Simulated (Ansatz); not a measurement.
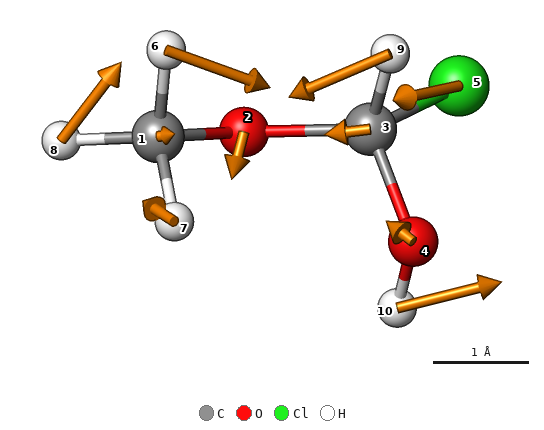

A relaxation of C₂H₅ClO₂. The starting structure is drawn; orange arrows show the displacements, magnified 30 times. The two geometries are superimposed by the best rigid fit.

Style: ball-and-stick. Shown at a tilt.

The start comes from PBE-D4/def2-SVP.

The calculation used RKS PBE0-D4/def2-TZVP in Ansatz 0.2.0.

Input file:
```yaml
crystal:
  periodic: [false, false, false]
  atoms:
    - {symbol: C, position_ang: [-0.595951, -1.087828, 0.625240]}
    - {symbol: O, position_ang: [-0.520517, -0.301600, -0.558899]}
    - {symbol: C, position_ang: [0.155990, 0.896009, -0.371731]}
    - {symbol: O, position_ang: [1.511229, 0.749485, -0.178977]}
    - {symbol: Cl, position_ang: [-0.211156, 1.887975, -1.861842]}
    - {symbol: H, position_ang: [-1.165082, -0.563416, 1.428366]}
    - {symbol: H, position_ang: [0.413275, -1.341257, 1.017245]}
    - {symbol: H, position_ang: [-1.129926, -2.018455, 0.357782]}
    - {symbol: H, position_ang: [-0.229276, 1.477389, 0.495827]}
    - {symbol: H, position_ang: [1.854514, 0.250698, -0.949911]}
basis:
  gaussian: {orbitals: def2-TZVP}
hamiltonian: {xc: pbe0, dispersion: d4}
relax: {f_tol: 0.005, max_steps: 150}
```

**Describe the change and its energy.**

The energy falls by 0.047 eV in 6 geometry steps. The largest force component goes from 0.76 to 0.0013 eV/Å. The largest move after the best rigid fit is that of H6, 0.042 Å. Largest moves by element: H 0.042 Å, Cl 0.039 Å, O 0.018 Å, C 0.017 Å. Among the contacts that change: C3–Cl5 1.827 → 1.796 Å, C1–H6 1.115 → 1.096 Å, C1–H7 1.112 → 1.094 Å, O4–H10 0.980 → 0.965 Å.
